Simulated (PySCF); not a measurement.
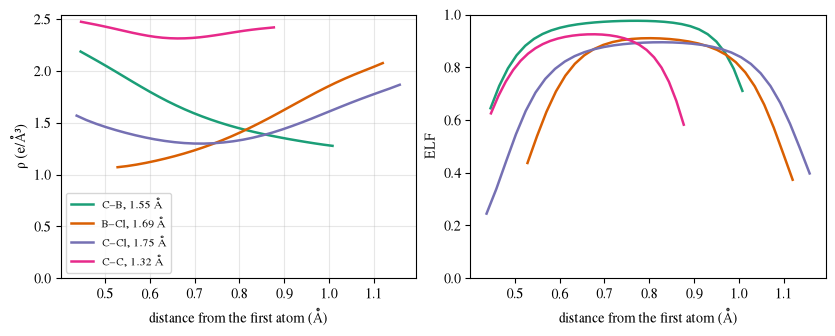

Figure. C4H7BCl2Si. Electron density and electron localisation function along straight lines between neighbouring atoms. The curves leave out the atomic cores.

Geometry: GFN2-xTB.

Method: wB97X-D/def2-SVPD, SCF density, gas phase (PySCF 2.14.0).

Input file:

```
{"job": {"kind": "uv", "xc": "wB97X-D", "basis": "def2-SVPD", "nstates": 8, "ntriplets": 3}, "charge": 0, "multiplicity": 1}
C     -2.036269     1.033704    -0.672002
C     -2.182829    -0.212172    -0.249030
Si    -0.807671    -1.493765    -0.116905
C      0.838047    -0.667551    -0.534710
C      1.447384     0.247318     0.231104
Cl     0.652382     0.674634     1.727927
B      2.782802     0.975103    -0.071595
Cl     3.604527     0.615103    -1.504574
H     -1.076599     1.422472    -0.975060
H     -2.861117     1.728107    -0.730258
H     -3.172300    -0.541708     0.044670
H     -0.752796    -2.060739     1.232945
H     -1.016096    -2.557090    -1.109618
H      1.337392    -0.925335    -1.458981
H      3.238729     1.769909     0.658517
```

Run with:

```sh
OMP_NUM_THREADS=1 python probes_run.py task.json out
```

> What kind of bonding do the profiles show?

C–B (1.55 Å): ρ is about 1.5 e/Å³ halfway; the ELF peaks at about 1 between the atoms, as expected for localised, covalent bonding.
B–Cl (1.69 Å): ρ is about 1.5 e/Å³ halfway; the ELF peaks at about 0.90 between the atoms; a short, strongly polar bond.
C–Cl (1.75 Å): ρ is about 1.4 e/Å³ halfway; the ELF peaks at about 0.90 between the atoms (localised, covalent bonding).
C–C (1.32 Å): the density is about 2.3 e/Å³ at the midpoint; the ELF peaks at about 0.95 between the atoms (a multiple bond).
